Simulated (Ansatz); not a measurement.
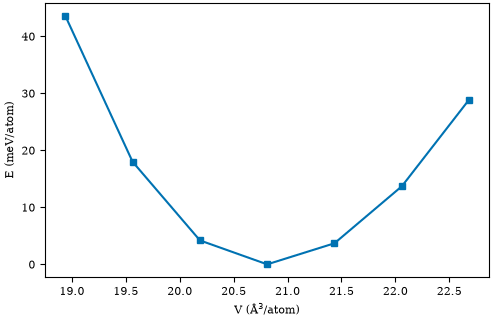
*Ag (simple cubic, space group No. 221) under volume change, DFT-PBE in the program Ansatz with PAW potentials, scaled uniformly.*

Q: What does a third-order Birch–Murnaghan fit give for V₀, B₀ and B′?

A: V₀ = 20.81 Å³/atom, B₀ = 66.9 GPa, B′ = 5.8.

Space group Pm-3m (simple cubic). The cell is a constructed one: a structure type filled with these elements; neither database checked (COD, Materials Project) lists it. It is not the phase usual at ambient conditions (space group No. 225). The cell was relaxed with PBE under the symmetry of its start; whether a distortion lowers the energy is not shown. The run is not spin-polarised.

Potentials: the earlier of the program's two PAW sets.
